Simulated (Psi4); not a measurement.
# CH5BS (SMILES BSC) at TPSS/def2-SVPD

What is the energy change on altering one bond length of CH5BS at TPSS/def2-SVPD? 

The results are computed with Psi4 1.11.

5 further runs of the same task are left out: 3 that didn't finish, 2 set aside as unsound or not needed.

**1. The system as given**

The species is CH5BS (8 atoms), meant as a singlet with charge 0. As SMILES, `BSC`. Geometry: relaxed at PBE0-D4/def2-TZVP.

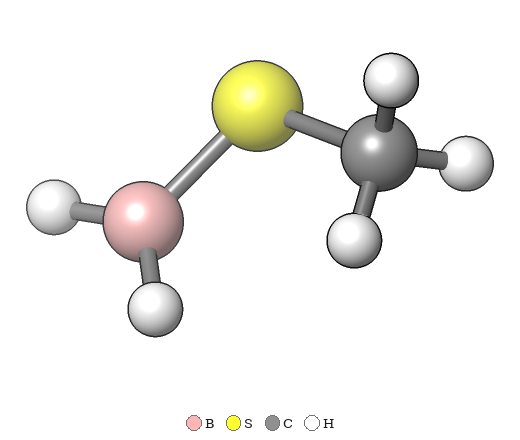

The structure, seen from a chosen angle (boron pink, sulfur yellow, carbon grey, hydrogen white).

**2. Energy and gradient at TPSS/def2-SVPD**

input.json

```json
{
 "schema_name": "qcschema_input",
 "schema_version": 1,
 "molecule": {
  "schema_name": "qcschema_molecule",
  "schema_version": 2,
  "symbols": ["B", "S", "C", "H", "H", "H", "H", "H"],
  "geometry": [-1.64387276, 1.80544434, -1.71587132, 1.33754815, 1.61401508, -0.30046645, 1.40104295, -1.39027151, 1.32828849, -3.15168523, 0.14229638, -1.49345056, -2.05243154, 3.68080855, -2.89676118, 1.72078461, -1.06013636, 3.33555558, 2.94721686, -2.52656383, 0.58071284, -0.38455927, -2.37349601, 1.05673485],
  "molecular_charge": 0,
  "molecular_multiplicity": 1,
  "fix_symmetry": "c1"
 },
 "driver": "gradient",
 "model": {
  "method": "tpss",
  "basis": "def2-SVPD"
 },
 "keywords": {
  "reference": "rks",
  "puream": true,
  "e_convergence": 1e-09,
  "d_convergence": 1e-08,
  "scf_type": "pk",
  "dft_radial_points": 99,
  "dft_spherical_points": 590,
  "scf_properties": ["DIPOLE", "MULLIKEN_CHARGES", "MAYER_INDICES"]
 }
}
```

Run with:

```console
psi4 --qcschema input.json -n 1 --memory 1600MB
```

stdout:

```text
[...]
  Running in c1 symmetry.
[...]
  Nuclear repulsion =   94.654244978546728
[...]
  Multiplicity = 1
[...]
  Nalpha       = 16
  Nbeta        = 16
[...]
    Number of basis functions: 107
[...]
   @RKS iter   1:  -463.78313769210092   -2.03823e-01   6.13461e-03 DIIS/ADIIS
[...]
   @RKS iter  11:  -464.04370719902988   -2.70575e-11   4.74490e-09 DIIS
[...]
    Orbital Energies [Eh]
    ---------------------
    Doubly Occupied:
       1A    -88.359602     2A    -10.039330     3A     -7.755802
       4A     -6.615381     5A     -5.742185     6A     -5.736093
       7A     -5.735904     8A     -0.738587     9A     -0.609068
      10A     -0.454945    11A     -0.403877    12A     -0.401274
      13A     -0.364874    14A     -0.310499    15A     -0.277907
      16A     -0.252680
[...]
  @RKS Final Energy:  -464.04370719902988
   => Energetics <=
    Nuclear Repulsion Energy =             94.6542449785467284
    One-Electron Energy =                -824.5049836865290445
    Two-Electron Energy =                 302.8622355377621034
    DFT Exchange-Correlation Energy =     -37.0552040288095981
    Empirical Dispersion Energy =           0.0000000000000000
    VV10 Nonlocal Energy =                  0.0000000000000000
    Total Energy =                       -464.0437071990298818
[...]
 Multipole Moments:
 ------------------------------------------------------------------------------------
     Multipole            Electronic (a.u.)      Nuclear  (a.u.)        Total (a.u.)
 ------------------------------------------------------------------------------------
 L = 1.  Multiply by 2.5417464519 to convert [e a0] to [Debye]
 Dipole X            :          1.0829625           -0.9527824            0.1301801
 Dipole Y            :          3.1063243           -3.6939449           -0.5876206
 Dipole Z            :         -1.1770671            1.5476672            0.3706001
 Magnitude           :                                                    0.7068163
[...]
  Mulliken Charges: (a.u.)
   Center  Symbol    Alpha    Beta     Spin     Total
       1     B     2.60587  2.60587  0.00000 -0.21173
       2     S     8.24752  8.24752  0.00000 -0.49503
       3     C     2.88552  2.88552  0.00000  0.22895
       4     H     0.40458  0.40458  0.00000  0.19085
       5     H     0.38150  0.38150  0.00000  0.23701
       6     H     0.47932  0.47932  0.00000  0.04136
       7     H     0.47899  0.47899  0.00000  0.04201
       8     H     0.51671  0.51671  0.00000 -0.03342
   Total alpha = 16.00000, Total beta = 16.00000, Total charge =  0.00000
[...]
  -Total Gradient:
     Atom            X                  Y                   Z
    ------   -----------------  -----------------  -----------------
       1        0.006014042749    -0.001174280539     0.003303836043
       2       -0.008756599501    -0.008766361779     0.000810634921
       3       -0.000313041281     0.003365864548    -0.001903220191
       4        0.002638823047     0.003180844548    -0.000533535854
       5        0.000840668124    -0.003526228786     0.002227813841
       6       -0.001135950329    -0.001000587893    -0.007050108296
       7       -0.005360087741     0.004081733988     0.002485128232
       8        0.006076622604     0.003840400932     0.000660698259
[...]
```

The result, in JSON:

```text
{
 "driver": "gradient",
 "model": {
  "method": "tpss",
  "basis": "def2-SVPD"
 },
 "success": true,
 "return_result": [0.006014042748831577, -0.0011742805392807656, 0.0033038360432750963, -0.008756599500680945, -0.00876636177916651, 0.0008106349206308053, -0.00031304128082880467, 0.003365864548459413, -0.0019032201906110657, 0.002638823047333233, 0.0031808445476177727, -0.0005335358542144873, 0.0008406681237475011, -0.0035262287861491104, 0.0022278138409547177, -0.001135950329208553, -0.001000587893232291, -0.007050108296431101, -0.005360087741482333, 0.004081733987906733, 0.0024851282319415524, 0.006076622603612636, 0.003840400932000748, 0.0006606982587105265],
 "properties": {
  "calcinfo_nbasis": 107,
  "calcinfo_nmo": 107,
  "calcinfo_nalpha": 16,
  "calcinfo_nbeta": 16,
  "calcinfo_natom": 8,
  "nuclear_repulsion_energy": 94.65424497854673,
  "return_energy": -464.0437071990299,
  "return_gradient": [0.006014042748831577, -0.0011742805392807656, 0.0033038360432750963, -0.008756599500680945, -0.00876636177916651, 0.0008106349206308053, -0.00031304128082880467, 0.003365864548459413, -0.0019032201906110657, 0.002638823047333233, 0.0031808445476177727, -0.0005335358542144873, 0.0008406681237475011, -0.0035262287861491104, 0.0022278138409547177, -0.001135950329208553, -0.001000587893232291, -0.007050108296431101, -0.005360087741482333, 0.004081733987906733, 0.0024851282319415524, 0.006076622603612636, 0.003840400932000748, 0.0006606982587105265],
  "scf_one_electron_energy": -824.504983686529,
  "scf_two_electron_energy": 302.8622355377621,
  "scf_xc_energy": -37.0552040288096,
  "scf_dipole_moment": [0.1301801092145829, -0.5876205900952391, 0.37060007987621146],
  "scf_total_energy": -464.0437071990299,
  "scf_total_gradient": [0.006014042748831577, -0.0011742805392807656, 0.0033038360432750963, -0.008756599500680945, -0.00876636177916651, 0.0008106349206308053, -0.00031304128082880467, 0.003365864548459413, -0.0019032201906110657, 0.002638823047333233, 0.0031808445476177727, -0.0005335358542144873, 0.0008406681237475011, -0.0035262287861491104, 0.0022278138409547177, -0.001135950329208553, -0.001000587893232291, -0.007050108296431101, -0.005360087741482333, 0.004081733987906733, 0.0024851282319415524, 0.006076622603612636, 0.003840400932000748, 0.0006606982587105265],
  "scf_iterations": 11
 }
}
```

Run time: 1.9 min. Hardware: 1 thread of AMD EPYC 7R43 (Zen 3), shared host; peak memory 0.62 GiB.

**3. The distorted shape, same level**

calc.in

```
memory 1600 mb

molecule {
  B     -0.696946     0.161508    -0.408097
  S      0.880754     0.060208     0.340903
  C      0.914354    -1.529592     1.202803
  H     -1.494846    -0.718592    -0.290397
  H     -1.086100     1.947800    -1.532900
  H      1.083554    -1.354892     2.265003
  H      1.732554    -2.130892     0.807203
  H     -0.030546    -2.049892     1.059103
  symmetry c1
}

set basis def2-SVPD
set puream true
set e_convergence 1e-09
set d_convergence 1e-08
set scf_type pk
set dft_radial_points 99
set dft_spherical_points 590

result, w = gradient('tpss', return_wfn=True)
oeprop(w, 'MAYER_INDICES', 'MULLIKEN_CHARGES', 'LOWDIN_CHARGES')
```

Run with:

```console
psi4 calc.in calc.out -n 1
```

calc.out, cut to the lines that bear on the results:

```text
[...]
  Running in c1 symmetry.
[...]
  Nuclear repulsion =   92.565863024764496
[...]
  Multiplicity = 1
[...]
  Nalpha       = 16
  Nbeta        = 16
[...]
    Number of basis functions: 107
[...]
   @RKS iter   1:  -463.63758156986285   -1.76886e-01   6.35924e-03 DIIS/ADIIS
[...]
   @RKS iter  12:  -463.93156225395728   -1.93268e-12   3.22148e-09 DIIS
[...]
  @RKS Final Energy:  -463.93156225395728
   => Energetics <=
    Nuclear Repulsion Energy =             92.5658630247644965
    One-Electron Energy =                -819.8184837018328608
    Two-Electron Energy =                 300.2125228615245192
    DFT Exchange-Correlation Energy =     -36.8914644384135073
    Empirical Dispersion Energy =           0.0000000000000000
    VV10 Nonlocal Energy =                  0.0000000000000000
    Total Energy =                       -463.9315622539572814
[...]
 Multipole Moments:
 ------------------------------------------------------------------------------------
     Multipole            Electronic (a.u.)      Nuclear  (a.u.)        Total (a.u.)
 ------------------------------------------------------------------------------------
 L = 1.  Multiply by 2.5417464519 to convert [e a0] to [Debye]
 Dipole X            :          1.4750022           -1.1040017            0.3710005
 Dipole Y            :          1.8871251           -2.9998192           -1.1126941
 Dipole Z            :         -0.3538491            1.1105857            0.7567366
 Magnitude           :                                                    1.3958438
[...]
  -Total Gradient:
     Atom            X                  Y                   Z
    ------   -----------------  -----------------  -----------------
       1        0.007400583809    -0.040706875777     0.025001926072
       2       -0.005947384089    -0.020021605073     0.008047277834
       3        0.002526183234     0.006254695487    -0.002198243085
       4        0.007431532452    -0.003280387494     0.005026550776
       5       -0.011594852941     0.051763734519    -0.032744160871
       6       -0.000653224227    -0.002085113159    -0.006824270134
       7       -0.005217925537     0.003401408258     0.003481735080
       8        0.006058487652     0.004679113466     0.000208026736
[...]
  Mulliken Charges: (a.u.)
   Center  Symbol    Alpha    Beta     Spin     Total
       1     B     2.52921  2.52921  0.00000 -0.05842
[...]
```

It took 2.3 min on 1 thread of AMD EPYC 7R43 (Zen 3), shared host; peak memory 0.62 GiB.

**4. Outcome**

At TPSS/def2-SVPD:

```
                                                         quantity          value
                                        first shape: total energy  -464.04371 Eh
                                       first shape: dipole moment         1.80 D
                                         first shape: HOMO energy       -6.88 eV
                                         first shape: LUMO energy       -1.81 eV
                                       first shape: HOMO–LUMO gap        5.07 eV
                            first shape: largest force on an atom     0.639 eV/Å
                                    distorted shape: total energy  -463.93156 Eh
                                   distorted shape: dipole moment         3.55 D
                                     distorted shape: HOMO energy       -6.45 eV
                                     distorted shape: LUMO energy       -2.21 eV
                                   distorted shape: HOMO–LUMO gap        4.24 eV
                        distorted shape: largest force on an atom     3.206 eV/Å
energy change with the B1–H5 bond stretched from 1.193 to 2.146 Å       3.052 eV
```

**Reading.** With the B1–H5 bond stretched from 1.193 to 2.146 Å the energy rises by 3.05 eV (294 kJ/mol). The first shape isn't relaxed at this level, so the change isn't measured from a minimum. The largest force (first shape) is 0.64 eV/Å: the shape isn't a stationary point for this species at this level. Mulliken charges (distorted shape) run from -0.39 on S2 to +0.24 on C3; in a basis this large or diffuse they mean little.
